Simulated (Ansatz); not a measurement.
# MnS: which magnetic state does the SCF reach?

Aim: see which self-consistent states MnS reaches from different starts at one fixed geometry, and which of them is lowest. System: MnS, the deposited crystal structure (space group P6_3mc); the cell holds 4 atoms. Source: COD entry 9008871.

The COD entry's cell or inner coordinates are ideal or old and differ from later refinements, so a difference from it is no clean test against experiment.

Method: DFT LDA, PAW, plane waves, scalar-relativistic, in Ansatz 0.2.0.

### Step 1. The system as given

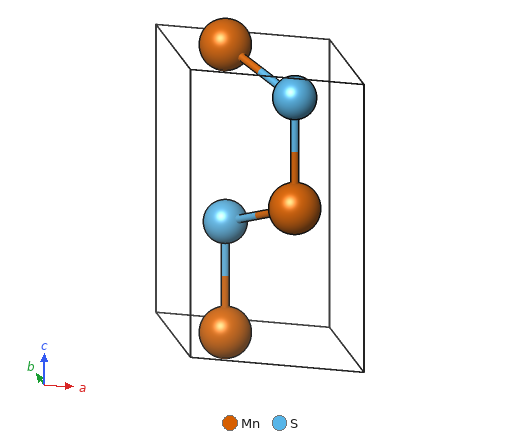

Start, viewed slightly off an axis; manganese orange, sulfur blue. Atoms on the faces are drawn again on the opposite ones.

Coordinates:

```cif
data_structure
_symmetry_space_group_name_H-M 'P 1'
_symmetry_Int_Tables_number 1
_cell_length_a 3.9760
_cell_length_b 3.9760
_cell_length_c 6.4320
_cell_angle_alpha 90.000
_cell_angle_beta 90.000
_cell_angle_gamma 120.000
_cell_volume 88.06
loop_
_atom_site_label
_atom_site_type_symbol
_atom_site_fract_x
_atom_site_fract_y
_atom_site_fract_z
_atom_site_occupancy
Mn1 Mn 0.33333 0.66667 0.00000 1
Mn2 Mn 0.66667 0.33333 0.50000 1
S1 S 0.33333 0.66667 0.38500 1
S2 S 0.66667 0.33333 0.88500 1
```

Labels such as S4 number the atoms in the order of the input file.

The first starts: parallel moments, plain SCF; opposed moments +-, plain SCF; no spin polarisation; spin on, no moments given (the program may seed its own), plain SCF. What is tried next depends on their ends.

“Plain SCF” means no search for lower states. Ends within 0.2 meV/atom and 0.1 μB count as one state.

Moments by site are taken inside atomic spheres; the rest lies between them.

### Step 2. Parallel moments, plain SCF

Contents of input.yaml:

```yaml
crystal:
  lattice:
    - [3.9760013, 0.0, 0.0]
    - [-1.98800065, 3.44331813, 0.0]
    - [0.0, 0.0, 6.432]
  atoms:
    - { symbol: Mn, position: [0.33333333, 0.66666667, 0.0], spin: 4.5 }
    - { symbol: Mn, position: [0.66666667, 0.33333333, 0.5], spin: 4.5 }
    - { symbol: S, position: [0.33333333, 0.66666667, 0.385] }
    - { symbol: S, position: [0.66666667, 0.33333333, 0.885] }
magnetization:
  spin_polarized: true
hamiltonian:
  xc: lda
  pseudopotentials: { kind: paw }
basis:
  ecutwfc: 420
kpoints:
  mp_grid: { grid: [7, 7, 4] }
scf:
  occupations: { method: fermi_dirac, width: 0.1 }
  lower_state_search: "off"
output:
  forces: true
  stress: true
```

The program printed, shortened:

```text
[...]
Pseudopotentials: kind: paw
Pseudopotential: Mn, paw, valence charge 15, recommended cutoff 420 eV (normal), Mn.paw.azcp
Pseudopotential: S, paw, valence charge 6, recommended cutoff 420 eV (normal), S.paw.azcp
Functional definition: SPW92
[...]
Crystal: 4 atoms, lattice volume = 88.058 Å³
Basis set: ecut = 420 eV, 1761 PW (Γ)
Bands: 31, of which v1, the nominal top of the filled ones, is band 21 counted from 1 (20 counted from 0)
Symmetry: 12 space group operations
Space group: P63mc (ITA 186), of the structure as read, at distance tolerance 4.4e-5 Å
Magnetic group: BNS 186.203 (UNI 1433), of the structure as read, at distance tolerance 4.4e-5 Å
k-points: 24 of 196 (time reversal used)
[...]
Starting moments: Σ|m| = 9 μB on 2 of 4 sites
[...]
SCF iter   1: F=—  HF=-9424.431605 eV  |F-HF|=—  |Δ(HF+E_count)|=         —  Δρ=9.10e-2 (↑4.45e-2 ↓9.10e-2)  dr2=1.75e1  dr2_m=5.18e-1  M=7.835 μB ∫|m|=7.835 μB  β_m=0.30  ethr=3.10e-3  ⟨swp⟩=5.6  Hψ=5778  notcnv=0
[...]
spin=Collinear: Kerker preconditioning applied to the charge; magnetization (m = ρ↑ − ρ↓) channel mixes plain (no charge-response kernel on spin).
[...]
spin-set hold released at iteration 2 (the charge has settled, or the pull on large starting moments outlasts its swing): the magnetisation degrees of freedom join the quasi-Newton model from the next iteration; the mixer history was flushed
[...]
SCF iter  10: F=-9421.999805 eV  HF=-9421.999805 eV  |F-HF|=1.51e-9  |Δ(HF+E_count)|=   3.18e-8  Δρ=3.07e-6 (↑3.07e-6 ↓3.01e-6)  dr2=4.52e-8  dr2_m=2.54e-10  M=9.644 μB ∫|m|=9.644 μB  ethr=2.38e-10  ⟨swp⟩=3.0  Hψ=5229  notcnv=0
[...]
SCF converged after 10 iterations
Magnetization: 9.6443 μB (25.8222 up, 16.1778 down)
Absolute magnetization: 9.6444 μB (∫|ρ↑−ρ↓|, with the PAW one-centre terms)
Spin contamination: 0.0384 ħ² per cell (⟨S²⟩ above its minimum at these occupations)
Per-site moments (μB) at R_I (Å): [(4.048278216702414, 0.9948568992204582), (4.048278216702414, 0.9948568992204582), (0.12938037185074158, 0.9948568992204582), (0.12938037185074064, 0.9948568992204582)]
Free energy (F): -9421.999805 eV
[...]
E sigma→0 (E₀):  -9421.967022 eV
Entropy (-TS):   -0.065567 eV (-16.392 meV/atom)
Fermi energy:    7.011137 eV
[...]
--- Forces (eV/Å), atoms counted from 1 ---
  atom   1  Mn    -0.00000000    -0.00000000     0.17116448
  atom   2  Mn    -0.00000000     0.00000000     0.17116448
  atom   3  S      0.00000000    -0.00000000    -0.17122046
  atom   4  S      0.00000000     0.00000000    -0.17122046
[...]
--- Stress (GPa, compression-positive) ---
       -4.940663       0.000000       0.000000
       -0.000000      -4.940663       0.000000
        0.000000       0.000000      -6.032317
  P = ⅓ Tr σ = -5.3045 GPa (-53.045 kbar)
```

Run time: 20 s. Hardware: 2 threads of an x86-64 CPU, shared host; peak memory 0.39 GiB.

End: ferromagnetic, site moments Mn1 4.05, Mn2 4.05 μB, total 9.64 μB per cell, no gap on the k-mesh.

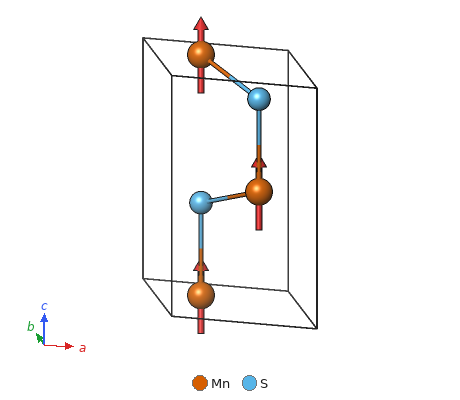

The moments of this state as arrows, longer for larger moments (red one way, blue the other). Without spin-orbit coupling their common direction is free.

### Step 3. Opposed moments +-, plain SCF

input.yaml, as its differences from that of step 2:

```diff
@@ -7,3 +7,3 @@
     - { symbol: Mn, position: [0.33333333, 0.66666667, 0.0], spin: 4.5 }
-    - { symbol: Mn, position: [0.66666667, 0.33333333, 0.5], spin: 4.5 }
+    - { symbol: Mn, position: [0.66666667, 0.33333333, 0.5], spin: -4.5 }
     - { symbol: S, position: [0.33333333, 0.66666667, 0.385] }
```

The program printed, shortened:

```text
[... 10 lines as in an earlier run ...]
Symmetry: 6 space group operations
Space group: P3m1 (ITA 156), of the structure as read, at distance tolerance 4.4e-5 Å
Magnetic group: BNS 186.206 (UNI 1436), of the structure as read, at distance tolerance 4.4e-5 Å
k-points: 28 of 196 (time reversal used)
[... 8 lines as in an earlier run ...]
Starting moments: Σ|m| = 9 μB on 2 of 4 sites
Starting magnetic order: altermagnet, g-wave, bulk spin-momentum locking; spin-degenerate planes through Γ normal to [0 0 1], [1 -1 0], [1 2 0], [2 1 0] of the run's lattice
[... 2 lines as in an earlier run ...]
SCF iter   1: F=—  HF=-9424.878900 eV  |F-HF|=—  |Δ(HF+E_count)|=         —  Δρ=7.04e-2 (↑7.04e-2 ↓7.04e-2)  dr2=1.71e1  dr2_m=4.21e-1  M=-0.000 μB ∫|m|=7.706 μB  β_m=0.30  ethr=3.10e-3  ⟨swp⟩=4.9  Hψ=6665  notcnv=0
[...]
[... 1 line as in an earlier run ...]
[...]
Magnetization: 0.0000 μB (21.0000 up, 21.0000 down)
Absolute magnetization: 9.0669 μB (∫|ρ↑−ρ↓|, with the PAW one-centre terms)
Spin contamination: 4.6329 ħ² per cell (⟨S²⟩ above its minimum at these occupations)
Per-site moments (μB) at R_I (Å): [(3.958043397597553, 0.9948568992204581), (-3.9580429954891367, 0.9948568992204581), (-0.06182700680556411, 0.9948568992204581), (0.06182686727951371, 0.9948568992204581)]
Free energy (F): -9422.353652 eV
[...]
E sigma→0 (E₀):  -9422.345855 eV
Entropy (-TS):   -0.015592 eV (-3.898 meV/atom)
Fermi energy:    6.985952 eV
[...]
--- Forces (eV/Å), atoms counted from 1 ---
  atom   1  Mn     0.00000000    -0.00000000     0.54564212
  atom   2  Mn     0.00000000     0.00000000     0.54564535
  atom   3  S     -0.00000000    -0.00000000    -0.54563354
  atom   4  S     -0.00000000     0.00000000    -0.54566027
[...]
--- Stress (GPa, compression-positive) ---
       -5.779846       0.000000      -0.000000
        0.000000      -5.779846       0.000000
       -0.000000       0.000000     -10.454887
  P = ⅓ Tr σ = -7.3382 GPa (-73.382 kbar)
```

It took 29 s on 2 threads of an x86-64 CPU, shared host; peak memory 0.42 GiB.

The state reached is antiferromagnetic (magnetic neighbours of Mn1 with a moment over 0.3 of its own that point the other way: 6 of 12 at 3.95 Å, 6 of 6 at 5.61 Å), site moments Mn1 3.96, Mn2 -3.96 μB, total 0.00 μB per cell, a gap of 0.45 eV on the k-mesh. It lies 88.5 meV/atom below the lowest state so far (step 2).

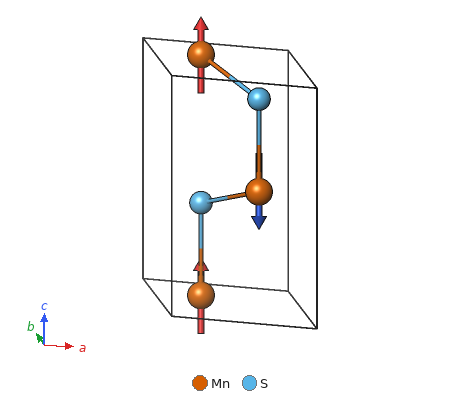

Arrows show the site moments: red and blue are opposite signs, and length grows with size. The axis is drawn upright for the eye.

### Step 4. No spin polarisation

input.yaml, as its differences from that of step 3:

```diff
@@ -6,8 +6,6 @@
   atoms:
-    - { symbol: Mn, position: [0.33333333, 0.66666667, 0.0], spin: 4.5 }
-    - { symbol: Mn, position: [0.66666667, 0.33333333, 0.5], spin: -4.5 }
+    - { symbol: Mn, position: [0.33333333, 0.66666667, 0.0] }
+    - { symbol: Mn, position: [0.66666667, 0.33333333, 0.5] }
     - { symbol: S, position: [0.33333333, 0.66666667, 0.385] }
     - { symbol: S, position: [0.66666667, 0.33333333, 0.885] }
-magnetization:
-  spin_polarized: true
 hamiltonian:
```

The program printed, shortened:

```text
band count auto-derived: 27, from the close of a first SCF at 26 (N_el = 42.0; filled up to band 21; 25 by the electrons, moments and atoms)
[... 9 lines as in an earlier run ...]
Bands: 26, of which v1, the nominal top of the filled ones, is band 21 counted from 1 (20 counted from 0)
[... 10 lines as in an earlier run ...]
[...]
[... 2 lines as in an earlier run ...]
SCF iter   1: F=—  HF=-9419.475952 eV  |F-HF|=—  |Δ(HF+E_count)|=         —  Δρ=1.23e-2  dr2=6.16e-2  ethr=1.77e-3  ⟨swp⟩=5.2  Hψ=2469  notcnv=0
[...]
SCF 1, on 26 bands, converged in 9 iterations: F = -9419.457695 eV; the run's SCF on all bands comes behind
The result of the SCF on 26 bands, without a stress, told ahead of the SCF on all bands, whose result is the run's:
SCF converged after 9 iterations
Free energy (F): -9419.457695 eV
[...]
E sigma→0 (E₀):  -9419.297424 eV
Entropy (-TS):   -0.320542 eV (-80.135 meV/atom)
[...]
Bands: 27, of which v1, the nominal top of the filled ones, is band 21 counted from 1 (20 counted from 0)
[...]
SCF iter   2: F=-9419.457695 eV  HF=-9419.457695 eV  |F-HF|=3.59e-9  |Δ(HF+E_count)|=   1.47e-8  Δρ=2.41e-6  dr2=3.46e-9  ethr=9.85e-12  ⟨swp⟩=6.4  Hψ=2694  notcnv=0
[...]
SCF converged after 11 iterations (9 of them on 26 bands)
Free energy (F): -9419.457695 eV
[...]
E sigma→0 (E₀):  -9419.297424 eV
Entropy (-TS):   -0.320542 eV (-80.135 meV/atom)
Fermi energy:    6.452873 eV
[...]
--- Forces (eV/Å), atoms counted from 1 ---
  atom   1  Mn     0.00000000     0.00000000     0.18052058
  atom   2  Mn     0.00000000    -0.00000000     0.18052058
  atom   3  S      0.00000000    -0.00000000    -0.18050341
  atom   4  S     -0.00000000     0.00000000    -0.18050341
[...]
--- Stress (GPa, compression-positive) ---
      -25.659141       0.000000      -0.000000
        0.000000     -25.659141      -0.000000
        0.000000      -0.000000     -24.198692
  P = ⅓ Tr σ = -25.1723 GPa (-251.723 kbar)
--- Band table (eV; the first three rows and the last of 24) ---
[...]
```

It took 16 s on 2 threads of an x86-64 CPU, shared host; peak memory 0.36 GiB.

Result: non-magnetic (no spin polarisation), no gap on the k-mesh. Against step 3, the lowest until now, it is 724 meV/atom higher.

### Step 5. Spin on, no moments given (the program may seed its own), plain SCF

input.yaml, as its differences from that of step 4:

```diff
@@ -23 +23,3 @@
   stress: true
+magnetization:
+  spin_polarized: true
```

The program printed, shortened:

```text
band count auto-derived: 30 (N_el = 42.0; filled up to band 21; 26 by the electrons, moments and atoms)
[... 9 lines as in an earlier run ...]
Bands: 30, of which v1, the nominal top of the filled ones, is band 21 counted from 1 (20 counted from 0)
[... 13 lines as in an earlier run ...]
SCF iter   1: F=—  HF=-9425.659208 eV  |F-HF|=—  |Δ(HF+E_count)|=         —  Δρ=1.29e-1 (↑1.29e-1 ↓1.29e-1)  dr2=6.99e1  dr2_m=0.00e0  M=0.000 μB ∫|m|=0.000 μB  β_m=0.30  ethr=3.10e-3  ⟨swp⟩=4.9  Hψ=2717  notcnv=0
[...]
[... 1 line as in an earlier run ...]
[...]
SCF iter  13: F=-9421.999805 eV  HF=-9421.999805 eV  |F-HF|=4.30e-8  |Δ(HF+E_count)|=   1.21e-8  Δρ=5.77e-6 (↑5.77e-6 ↓1.91e-6)  dr2=4.04e-8  dr2_m=3.88e-9  M=9.644 μB ∫|m|=9.644 μB  ethr=2.38e-10  ⟨swp⟩=4.0  Hψ=4276  notcnv=0
[...]
SCF converged after 13 iterations
Magnetization: 9.6444 μB (25.8222 up, 16.1778 down)
Absolute magnetization: 9.6444 μB (∫|ρ↑−ρ↓|, with the PAW one-centre terms)
Spin contamination: 0.0384 ħ² per cell (⟨S²⟩ above its minimum at these occupations)
Per-site moments (μB) at R_I (Å): [(4.048280370087591, 0.9948568992204582), (4.048280370087586, 0.9948568992204582), (0.12937749126489936, 0.9948568992204582), (0.12937749126489836, 0.9948568992204582)]
Free energy (F): -9421.999805 eV
[...]
E sigma→0 (E₀):  -9421.967024 eV
Entropy (-TS):   -0.065563 eV (-16.391 meV/atom)
Fermi energy:    7.011247 eV
[... 27 lines left out: energy terms, forces, stress ...]
```

Run time: 15 s. Hardware: 2 threads of an x86-64 CPU, shared host; peak memory 0.39 GiB.

This is the state of step 2 again (ferromagnetic), after 13 iterations.

(Part 1 of 2 ends here.)
